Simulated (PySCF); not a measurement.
SMILES c1oc(CCS)cc1 at its GFN2-xTB optimised geometry (Å):

```
16

S     -0.6257    -2.6653     2.5240
C     -1.9287    -1.9440     1.4691
C     -1.4445    -1.6729     0.0432
C     -0.4529    -0.5615     0.0000
C      0.9118    -0.5615     0.0000
C      1.3091     0.7992     0.0000
C      0.1586     1.5219     0.0041
O     -0.9123     0.7094     0.0066
H      0.2433    -1.6685     2.3658
H     -2.2846    -1.0292     1.9431
H     -2.7282    -2.6837     1.4687
H     -0.9916    -2.5774    -0.3648
H     -2.3104    -1.4021    -0.5656
H      1.5529    -1.4195    -0.0102
H      2.3104     1.1774    -0.0029
H     -0.0271     2.5774     0.0039
```

Method: PBE/def2-TZVP (PySCF). Cells within 0.4 Å of a nucleus heavier than hydrogen are left out (blank, or x).

Map of the electrostatic potential (hartree/e), clipped to [-0.08, 0.12] on the plane z = 1.2 Å:

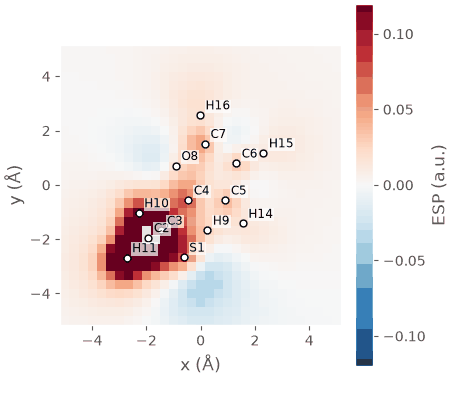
Figure. Electrostatic potential (hartree/e), clipped to [-0.08, 0.12] on the plane z = 1.2 Å.
